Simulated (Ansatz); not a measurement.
The starting structures come from a database of crystals and need not be the phases stable at ambient conditions.

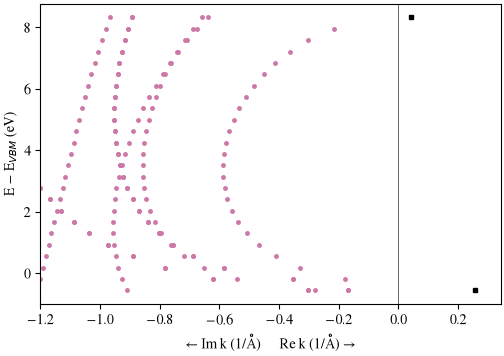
Fig. 1. Complex bands at the centre of the two-dimensional zone; r2SCAN (Ansatz, a quantum-chemistry and plane-wave program)

The gap is the functional's own, uncorrected, and κ follows it; spin-orbit coupling is left out. Mid-gap values are interpolated between the computed energies.

### Question
This is KMgF3 (Pm-3m, cubic perovskite, not sure to be the ambient phase, 5 atoms a cell, 12.6 Å³ an atom) along the normal of (001). Read off the slowest decay at the centre of the two-dimensional zone at 4.25 eV, the computed energy nearest the middle of the gap.

### Answer
κ ≈ 0.58 1/Å, a decay length 1/(2κ) of the density of 0.87 Å.
